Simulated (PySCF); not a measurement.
SMILES [SiH2](c1sccc1)C(F)(F)F (C5H5F3SSi) at its GFN2-xTB optimised geometry (Å):

```
15

F      0.2097    -2.7387    -1.0386
C     -0.6104    -2.6242     0.0267
F      0.1819    -2.7173     1.1141
F     -1.3739    -3.7349     0.0276
Si    -1.6928    -1.0077    -0.0048
C     -0.4793     0.4039     0.0000
C      0.8907     0.4039     0.0000
C      1.4537     1.6942     0.0000
C      0.5101     2.6724     0.0003
S     -1.0824     2.0378     0.0001
H     -2.4745    -1.1072    -1.2368
H     -2.5117    -1.0828     1.2044
H      1.4765    -0.4977    -0.0004
H      2.5117     1.8849     0.0000
H      0.6534     3.7349     0.0009
```

Method: PBE0/def2-TZVP in PySCF.

Map of the electron localisation function on the plane z = 1.5 Å:

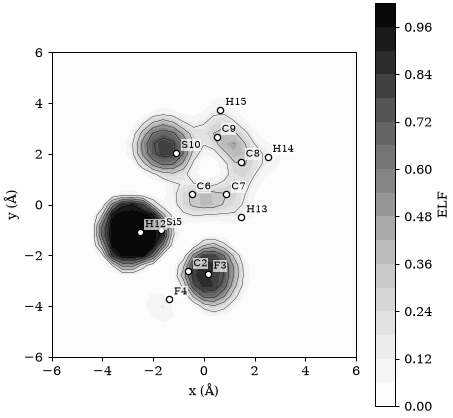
Figure. Electron localisation function on the plane z = 1.5 Å.
